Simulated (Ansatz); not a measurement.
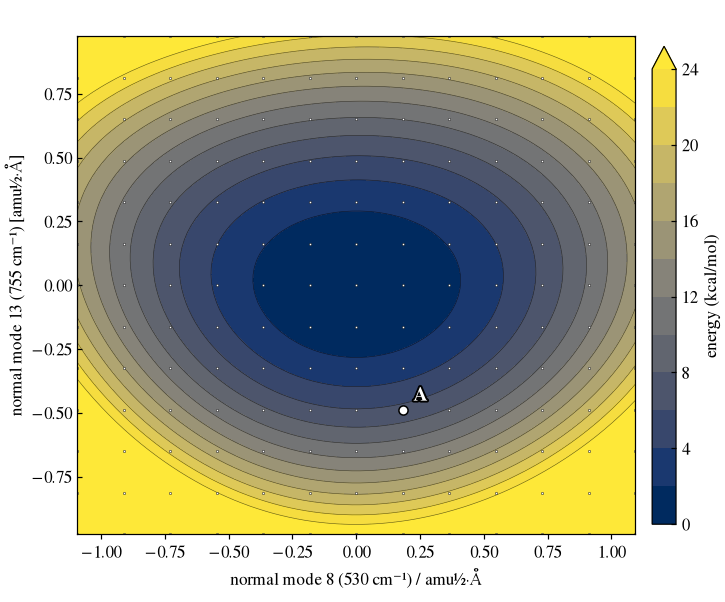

CH6BFSi2, SMILES FB[SiH]1C[SiH2]1. Coordinates scanned: (1) normal mode 8 (530 cm⁻¹); (2) normal mode 13 (755 cm⁻¹). Nothing is relaxed (straight displacements along the two mass-weighted modes). The scan uses a 13 × 13 grid. Points are written as (first, second). Energies: kcal/mol, counted from the relaxed molecule at the same level. Level of theory: RKS CAM-B3LYP-D4/def2-SVP (Ansatz).

Drawn: filled contours, dots at the grid points, one colour for all values above the top of the scale, the point A. Between grid points the surface is interpolated.

### Is A at rest? If not, where is it pushed?

A, at (0.182 amu½·Å, −0.488 amu½·Å), is not a stationary point. The computed force is 5.7 kcal/mol for each amu½·Å towards smaller values of normal mode 8 (530 cm⁻¹) and 26 kcal/mol for each amu½·Å towards larger values of normal mode 13 (755 cm⁻¹).
